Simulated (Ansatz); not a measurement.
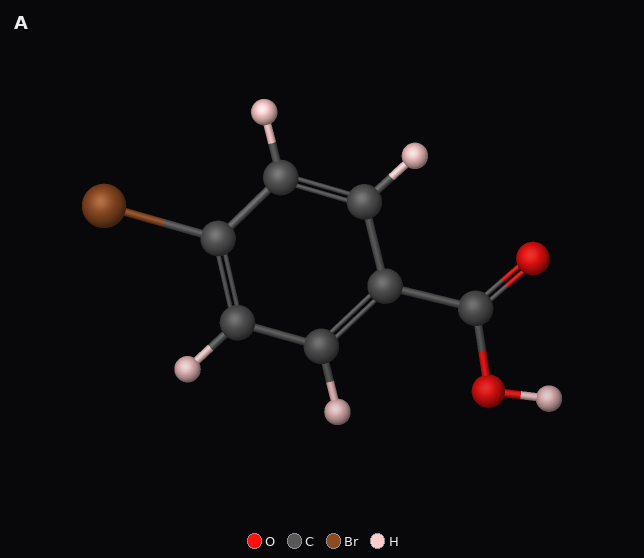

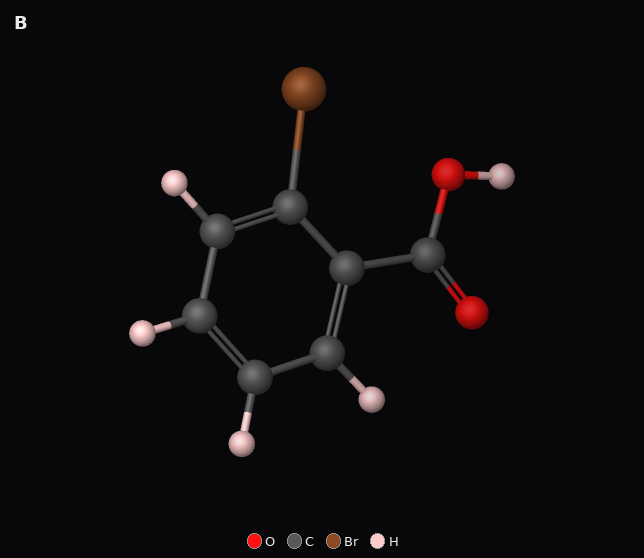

2 stationary structures of one formula. Geometries: PBE0-D4/def2-TZVP. Electronic energies: CCSD(T)/CBS (MP2 limit from def2-TZVPP and def2-QZVPP plus CCSD(T) − MP2) (Ansatz 0.2.0), without zero-point energy. Each is one conformer, not always the lowest.

Question: Which is lowest in energy, and by how much?

Answer: A is lowest (a minimum); B lies 6.1 kcal/mol above it (a saddle point of order 1). A is `O=C(O)c1ccc(Br)cc1`, B is `O=C(O)c1ccccc1Br`.
